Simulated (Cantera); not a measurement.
Input: 1 mol Al, a varied amount of Br2, at 673 K and 77.0 mbar.

Cantera equilibrium calculation (NASA polynomials, part measured and part estimated; ideal gas, pure solids and liquids). Candidate condensed phases: Al, AlBr3, Br2; 7 gas species. The numbers say what is thermodynamically allowed, not how fast it happens.

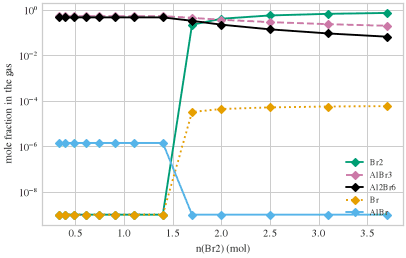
Fig. 1. Equilibrium gas composition (values under 1e-9 drawn at 1e-9)

### Question
Read off the mole fractions at 1.4 mol Br2.

### Answer
AlBr3 about 0.53, Al2Br6 about 0.47, AlBr about 1.4e-6.
